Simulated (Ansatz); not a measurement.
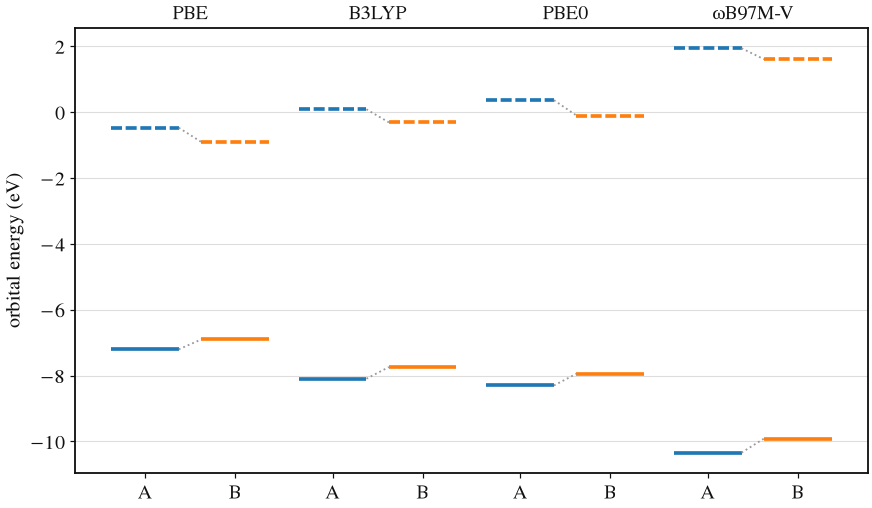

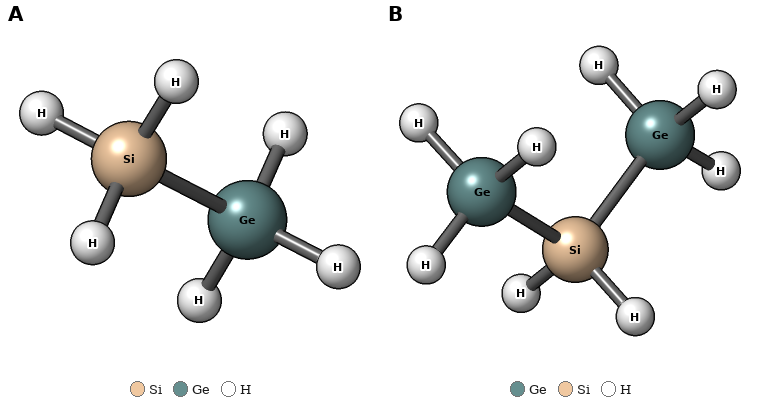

One change: A, GeSiH₆ (SMILES [SiH3][GeH3]), becomes B, Ge₂SiH₈ (SMILES [GeH3][SiH2][GeH3]). H on Si is replaced by GeH₃. HOMO (solid) and LUMO (dashed) computed in def2-TZVPP at PBE0-D4/def2-TZVP geometries, both minima by their frequencies, gas phase, the Ansatz code. Empty levels above zero depend strongly on the basis.

What does the change do to HOMO and LUMO?

PBE: the HOMO rises by 0.30 eV, the LUMO falls by 0.43 eV, and the separation goes from 6.73 to 5.99 eV. B3LYP: the HOMO rises by 0.36 eV, the LUMO falls by 0.40 eV, and the separation goes from 8.18 to 7.43 eV. PBE0: the HOMO rises by 0.36 eV, the LUMO falls by 0.47 eV, and the separation goes from 8.66 to 7.84 eV. ωB97M-V: the HOMO rises by 0.43 eV, the LUMO falls by 0.33 eV, and the separation goes from 12.28 to 11.51 eV.

Do the functionals agree on the effect?

They agree on the direction for both levels; the HOMO shift lies between 0.30 and 0.43 eV and the LUMO shift between −0.47 and −0.33 eV, while the separations themselves differ by up to 5.6 eV between functionals.
